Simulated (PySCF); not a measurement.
SMILES C(C)CC#C, singlet, GFN2-xTB optimised geometry. Atoms within 1.6 Å of the plane z = 1.5 Å (x, y, z in Å): C1 (1.62, -1.30, 0.00), C2 (0.43, -1.32, 0.00), C3 (-1.02, -1.32, 0.00), C4 (-1.59, 0.10, 0.00), H6 (2.67, -1.29, 0.00), H8 (-1.37, -1.86, 0.89), H9 (-1.19, 0.64, 0.86), H10 (-2.67, 0.05, 0.11).

Computed with PySCF 2.14.0 with PBE/def2-TZVP.

Map of the log10 of the electron density (e/bohr³), floored at −4 on the plane z = 1.5 Å:

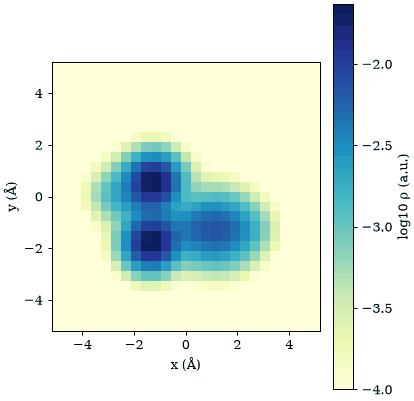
Log10 of the electron density (e/bohr³), floored at −4 on the plane z = 1.5 Å.
